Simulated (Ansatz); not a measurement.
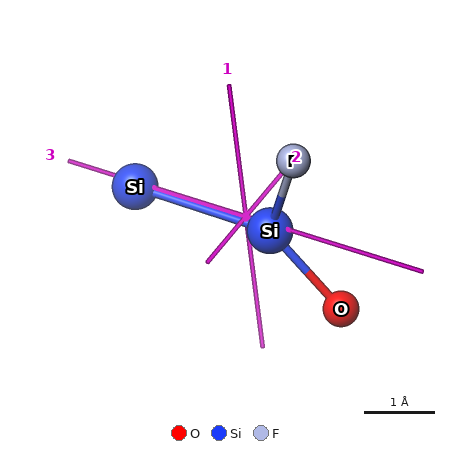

The three principal axes of inertia are drawn and numbered. Atoms fade into the background with distance from the viewer. State: charge −1, singlet. Computed geometry: PBE0-D4/def2-TZVPD optimisation. No frequency run is at hand to confirm it as a minimum. Masses are those of the most abundant isotopes; constants are for the rigid equilibrium geometry.

Q: Which line is the a axis (least moment of inertia), which b and which c?

A: a is line 3, b is line 1, c is line 2; the moments are 63.0, 153, 216 u Å².

Q: What kind of rotor is it, and what are its rotational constants in cm⁻¹?

A: An asymmetric top (Cs): A = 0.268, B = 0.110, C = 0.0782 cm⁻¹. Ray's parameter κ is −0.66, nearer the prolate limit.
